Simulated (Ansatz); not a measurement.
Fields on a plane of CsBr (CsCl type)

```
CsBr
1.0
    4.32348     0.00000     0.00000
    0.00000     4.32348     0.00000
    0.00000     0.00000     4.32348
Cs Br
1 1
Direct
  0.00000   0.00000   0.00000
  0.50000   0.50000   0.50000
```

The slice is a {210} plane (indices of the conventional cell) through the point (0.500, 0.500, 0.500) (fractional), spanned by u = [100] and v = [021] in vectors of this cell: u (4.32 Å) and v (9.67 Å, at 90° to u). It covers one period; positions are fractions (u, v).

Atoms on it: Br at (0.00, 0.00). Other atoms lie within 1 Å of the plane.

Calculation: r2SCAN (plane waves to 500 eV, PAW, scalar-relativistic; Ansatz, a program for electronic structure). k mesh 8×8×8. Inside the PAW spheres the values are not all-electron values, and peaks at nuclei hang on which shells count as valence. CsBr was relaxed with its symmetry unable to fall.

```
|%@@%*=:.:=*%@@|
|@@@#+-. .-+#@@|
|@%#*=:. .:=*#%|
|**+=-:...:-=+*|
|==--:::::::--=|
|::::-==+==-:::|
|  .:=+*#*+=:. |
|  .-+#%%%#+-. |
|  :=*#%@%#*=: |
| .:=*#%@%#*=:.|
|..:-+#%%%#+-:.|
|..:-=*###*=-:.|
|...:-=+++=-:..|
|.....:---:....|
|..    ...    .|
|..           .|
|..    ...    .|
|.....:---:....|
|...:-=+++=-:..|
|..:-=*###*=-:.|
|..:-+#%%%#+-:.|
| .:=*#%@%#*=:.|
|  :=*#%@%#*=: |
|  .-+#%%%#+-. |
|  .:=+*#*+=:. |
|::::-==+==-:::|
|==--:::::::--=|
|**+=-:...:-=+*|
|@%#*=:. .:=*#%|
|@@@#+-. .-+#@@|
|%@@%*=:.:=*%@@|
|-%@%*=:.:=*%@%|
```
Scale: ten equal steps from -1.83 (start of ' ') to 0.07 (end of '@'), in the order ' .:-=+*#%@'. Values: log₁₀ of the valence density in e/Å³. The map has 14 points along u (one character each, u = 0 at the left) and 32 along v (v = 0 in the bottom row). The scale is logarithmic, as a density can span decades between atoms and voids.

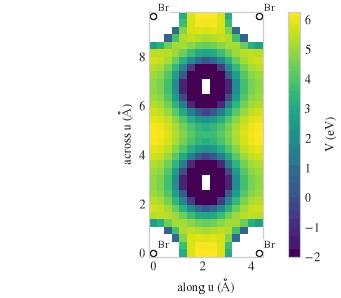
*Electrostatic potential energy of an electron, from the cell's mean, in eV, one period of the plane, atoms marked. Points within 1 Å of a nucleus are left white, as the pseudised field means little there. Values under -2 eV are set to -2. The zero, the cell's mean, hangs on the PAW cores.*
